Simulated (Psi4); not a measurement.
**B3LYP/6-31G(d) (Cartesian functions) run of BCl (SMILES [B]Cl)**

What is the vertical ionisation energy of BCl at B3LYP/6-31G* (Cartesian functions)? 

The results are computed with Psi4 1.11.

1 further run of the same task is left out (set aside as unsound or not needed).

## 1. Starting point

The species is BCl (2 atoms), meant as a singlet with charge 0. As SMILES, `[B]Cl`. The coordinates come from a PBE0-D4/def2-TZVP relaxation.

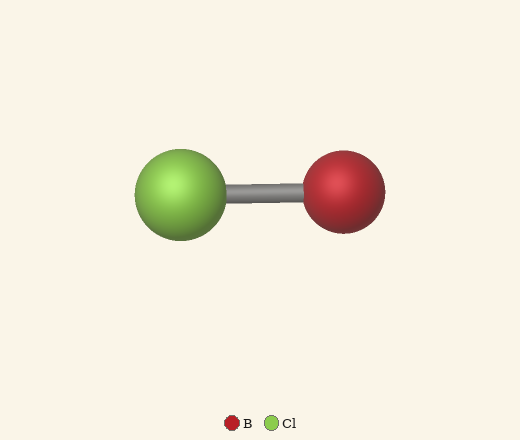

Viewed from a chosen angle; boron red, chlorine green.

## 2. The energy at B3LYP/6-31G(d) (Cartesian functions)

The input, job.inp:

```
memory 1.6 GB

molecule geom {
  0 1
  B      0.000000     0.000000    -0.069660
  Cl     0.000000     0.000000     1.648190
  symmetry c1
  no_reorient
  no_com
}

set basis 6-31G*
set reference rks
set puream false
set e_convergence 1e-09
set d_convergence 1e-08
set scf_type pk
set dft_radial_points 99
set dft_spherical_points 590

e, wfn = energy('b3lyp', return_wfn=True)
oeprop(wfn, 'WIBERG_LOWDIN_INDICES', 'LOWDIN_CHARGES', 'MAYER_INDICES')
print_variables()
```

Command:

```sh
psi4 -i job.inp -o job.out -n 1
```

job.out:

```text
[...]
  Running in c1 symmetry.
[...]
  Nuclear repulsion =   26.183929276100940
[...]
  Multiplicity = 1
[...]
  Nalpha       = 11
  Nbeta        = 11
[...]
    Number of basis functions: 34
[...]
   @RKS iter   1:  -484.96407530319686   -2.42285e-01   4.35978e-03 DIIS/ADIIS
[...]
   @RKS iter   9:  -484.97806048475957   -3.97904e-13   1.43053e-09 DIIS
[...]
    Orbital Energies [Eh]
    ---------------------
    Doubly Occupied:
       1A   -101.587991     2A     -9.507961     3A     -7.267220
       4A     -7.263963     5A     -7.263963     6A     -6.849877
       7A     -0.885710     8A     -0.506955     9A     -0.387275
      10A     -0.387275    11A     -0.255596
[...]
  @RKS Final Energy:  -484.97806048475957
   => Energetics <=
    Nuclear Repulsion Energy =             26.1839292761009403
    One-Electron Energy =                -719.5165464306811600
    Two-Electron Energy =                 234.3089167624126787
    DFT Exchange-Correlation Energy =     -25.9543600925919726
    Empirical Dispersion Energy =           0.0000000000000000
    VV10 Nonlocal Energy =                  0.0000000000000000
    Total Energy =                       -484.9780604847595669
[...]
 Multipole Moments:
 ------------------------------------------------------------------------------------
     Multipole            Electronic (a.u.)      Nuclear  (a.u.)        Total (a.u.)
 ------------------------------------------------------------------------------------
 L = 1.  Multiply by 2.5417464519 to convert [e a0] to [Debye]
 Dipole X            :         -0.0000000            0.0000000           -0.0000000
 Dipole Y            :         -0.0000000            0.0000000           -0.0000000
 Dipole Z            :        -51.8192885           52.2904793            0.4711909
 Magnitude           :                                                    0.4711909
[...]
```

It took 2.4 s on 1 thread of Intel Xeon 6975P-C (Granite Rapids), shared host; peak memory 0.3 GiB.

## 3. The doublet cation: energy and gradient at UB3LYP/6-31G(d) (Cartesian functions)

The input, input.inp:

```
memory 1600 mb

molecule {
  1 2
  B      0.000000     0.000000    -0.069660
  Cl     0.000000     0.000000     1.648190
  units angstrom
  symmetry c1
}

set basis 6-31G*
set reference uks
set puream false
set e_convergence 1e-09
set d_convergence 1e-08
set scf_type pk
set dft_radial_points 99
set dft_spherical_points 590
set maxiter 100

e, wfn = gradient('b3lyp', return_wfn=True)
oeprop(wfn, 'DIPOLE', 'QUADRUPOLE', 'MULLIKEN_CHARGES', title='B3LYP')
```

Command:

```sh
psi4 input.inp input.out -n 1
```

input.out:

```text
[...]
  Running in c1 symmetry.
[...]
  Nuclear repulsion =   26.183929276100940
[...]
  Multiplicity = 2
[...]
  Nalpha       = 11
  Nbeta        = 10
[...]
    Number of basis functions: 34
[...]
   @UKS iter   1:  -484.58760681380181    1.34183e-01   5.06299e-03 DIIS/ADIIS
[...]
   @UKS iter  10:  -484.61173411688043   -6.87805e-12   6.82259e-09 DIIS
[...]
   @S^2 Observed:                7.560939207E-01
[...]
  @UKS Final Energy:  -484.61173411688043
   => Energetics <=
    Nuclear Repulsion Energy =             26.1839292761009403
    One-Electron Energy =                -712.6966951979620717
    Two-Electron Energy =                 227.5928668230740186
    DFT Exchange-Correlation Energy =     -25.6918350180932684
    Empirical Dispersion Energy =           0.0000000000000000
    VV10 Nonlocal Energy =                  0.0000000000000000
    Total Energy =                       -484.6117341168804273
[...]
  -Total Gradient:
     Atom            X                  Y                   Z
    ------   -----------------  -----------------  -----------------
       1       -0.000000000000    -0.000000000000    -0.062855850544
       2        0.000000000000    -0.000000000000     0.062855537252
[...]
 Multipole Moments:
 ------------------------------------------------------------------------------------
     Multipole            Electronic (a.u.)      Nuclear  (a.u.)        Total (a.u.)
 ------------------------------------------------------------------------------------
 L = 1.  Multiply by 2.5417464519 to convert [e a0] to [Debye]
 Dipole X            :          0.0000000            0.0000000            0.0000000
 Dipole Y            :          0.0000000            0.0000000            0.0000000
 Dipole Z            :         -2.2667989            0.8694190           -1.3973799
 Magnitude           :                                                    1.3973799
 L = 2.  Multiply by 1.3450342976 to convert [e a0^2] to [Debye ang]
 Quadrupole XX       :        -11.1854540            0.0000000          -11.1854540
 Quadrupole XY       :          0.0000000            0.0000000            0.0000000
[...]
  Mulliken Charges: (a.u.)
   Center  Symbol    Alpha    Beta     Spin     Total
       1     B     2.65723  1.68808  0.96915  0.65469
       2    CL     8.34277  8.31192  0.03085  0.34531
   Total alpha = 11.00000, Total beta = 10.00000, Total charge =  1.00000
    Psi4 run time: 0:00:02.63
```

Wall time 3.6 s (1 thread of Intel Xeon 6975P-C (Granite Rapids), shared host); peak memory 0.31 GiB.

## 4. Outcome

Level: B3LYP/6-31G* (Cartesian functions).

| quantity | value |
| --- | --- |
| singlet BCl: total energy | -484.97806 Eh |
| singlet BCl: dipole moment | 1.20 D |
| singlet BCl: HOMO energy | -6.96 eV |
| singlet BCl: LUMO energy | -1.70 eV |
| singlet BCl: HOMO–LUMO gap | 5.26 eV |
| doublet cation: total energy | -484.61173 Eh |
| doublet cation: HOMO energy (highest over α and β) | -17.46 eV |
| doublet cation: LUMO energy (lowest over α and β) | -12.66 eV |
| doublet cation: ⟨S²⟩ | 0.756 |
| doublet cation: largest force on an atom | 3.232 eV/Å |
| vertical ionisation energy (to the doublet cation) | 9.968 eV |

**Reading.** The vertical ionisation energy comes to 9.97 eV (230 kcal/mol). −ε(HOMO) before ionisation, 6.96 eV, is 3.01 eV below this ionisation energy.
